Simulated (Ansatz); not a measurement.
A series of calculations on C3H6Si

### Relaxation

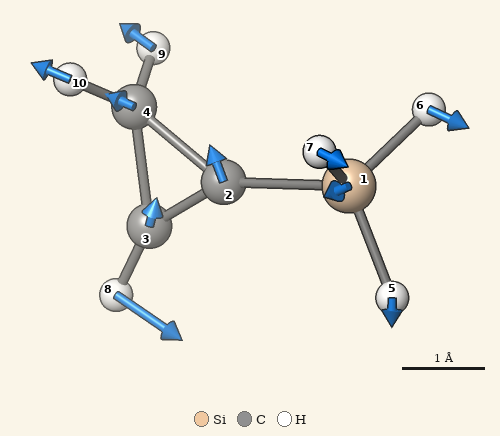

A relaxation of C$_{3}$H$_{6}$Si. The starting structure is drawn; blue arrows show the displacements, magnified 20 times. The two geometries are superimposed by the best rigid fit.

A ball-and-stick model, seen at a tilt.

The run prepares an end point of a later path (torsion) calculation, from a guessed geometry.

The calculation used Ansatz 0.2.0, RKS BHLYP-D4/def2-SVP. Set-up: no spin polarisation; force threshold 0.015 eV/Å; at most 40 steps.

> Describe the change and its energy.

The energy falls by 3.12 kJ/mol in 5 geometry steps. The largest force component goes from 1.6 to 0.0092 eV/Å. The largest move after the best rigid fit is that of H8, 0.054 Å. Largest moves by element: H 0.054 Å, C 0.025 Å, Si 0.022 Å. Among the contacts that change: C3–H8 1.062 → 1.080 Å, Si1–H5 1.464 → 1.480 Å, Si1–H6 1.465 → 1.481 Å, C2–C3 1.306 → 1.294 Å. Bond angles that change, for instance: C2–C3–H8 150.6° → 148.0°.

### Relaxation

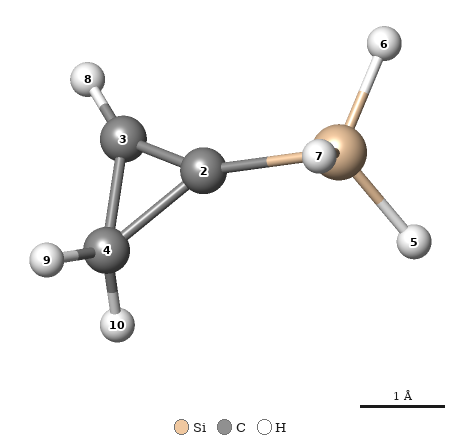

C3H6Si, before the relaxation. The picture is a ball-and-stick view, seen at a tilt.

The run prepares an end point of a later path (torsion) calculation, from a guessed geometry.

Level of theory: RKS BHLYP-D4/def2-SVP (Ansatz).

The input:
```yaml
crystal:
  periodic: [false, false, false]
  atoms:
    - { symbol: Si, position_ang: [-1.00164, 0.99853, -0.93522] }
    - { symbol: C, position_ang: [0.00251, -0.24344, 0.00668] }
    - { symbol: C, position_ang: [0.44633, -0.80205, 1.1004] }
    - { symbol: C, position_ang: [0.96161, -1.40901, -0.15583] }
    - { symbol: H, position_ang: [-1.96119, 0.28622, -1.78012] }
    - { symbol: H, position_ang: [-1.69644, 1.85335, 0.03088] }
    - { symbol: H, position_ang: [-0.09042, 1.80377, -1.75264] }
    - { symbol: H, position_ang: [0.48207, -0.86108, 2.16052] }
    - { symbol: H, position_ang: [1.98387, -1.21778, -0.46601] }
    - { symbol: H, position_ang: [0.58209, -2.37062, -0.48538] }
basis:
  gaussian: { orbitals: def2-SVP }
hamiltonian:
  xc: { name: BHLYP }
  dispersion: d4
relax:
  f_tol: 0.015
  max_steps: 40
```

Run as
```bash
ansatz run input.yaml --threads 1 --pin off --max-ram 2048MiB --backend cpu --events-out ev --progress --plain --runs-dir out
```

Question: Predict the outcome.

Answer: H8 moves most after the best rigid fit: 0.043 Å. By element the largest moves are H 0.043 Å, Si 0.027 Å, C 0.020 Å. Among the contacts that change: Si1–H5 1.464 → 1.481 Å, C3–H8 1.062 → 1.080 Å, Si1–H6 1.465 → 1.480 Å, C2–C3 1.306 → 1.294 Å. Among the angles between lasting bonds that change: C2–C3–H8 150.6° → 148.2°, C2–Si1–H6 108.2° → 110.5°. After 4 accepted moves (5 points after the start) the energy has fallen by 3.27 kJ/mol. The largest force component goes from 1.6 to 0.01 eV/Å. The line search rejected the trial step at point 4 of the run.

Final geometry:

```xyz
10

Si   -0.9919    0.9930   -0.9105
C     0.0152   -0.2550   -0.0032
C     0.4503   -0.8056    1.0840
C     0.9731   -1.4232   -0.1528
H    -1.9678    0.2977   -1.7816
H    -1.7144    1.8670    0.0412
H    -0.1020    1.8174   -1.7608
H     0.4541   -0.8285    2.1638
H     2.0025   -1.2345   -0.4683
H     0.5897   -2.3903   -0.4885
```

### Path

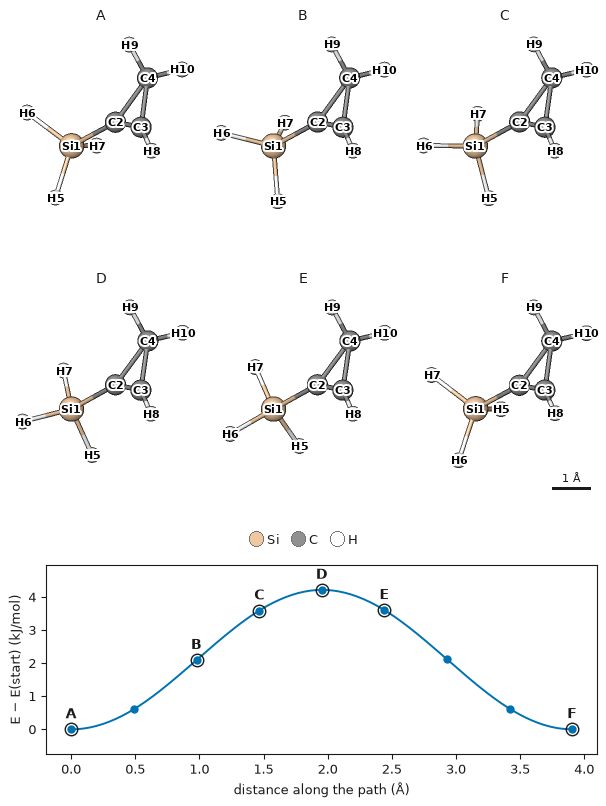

NEB run on C3H6Si. Images are numbered from 0 (start) to 8 (end). Frames A to F are images 0, 2, 3, 4, 5, 8. A ball-and-stick model, seen from a free direction.

Method: RKS BHLYP-D4/def2-SVP in Ansatz 0.2.0. Run with 7 movable images; climbing image; force threshold 0.03 eV/Å; iteration limit 45; starting path by image-dependent pair potential.

Q: Describe the mechanism and the energy profile.

A: The barrier is about 4.22 kJ/mol in both directions, with image 4 at the top; the ends have the same energy. The motion is a rotation about the Si1–C2 bond by about 120°. No bond forms or breaks between the ends. The band converged in 5 iterations, with a climbing image at the top.

Cost: 2.4 min on 1 thread of Arm Neoverse V1, on a shared host, peak memory 0.17 GiB.
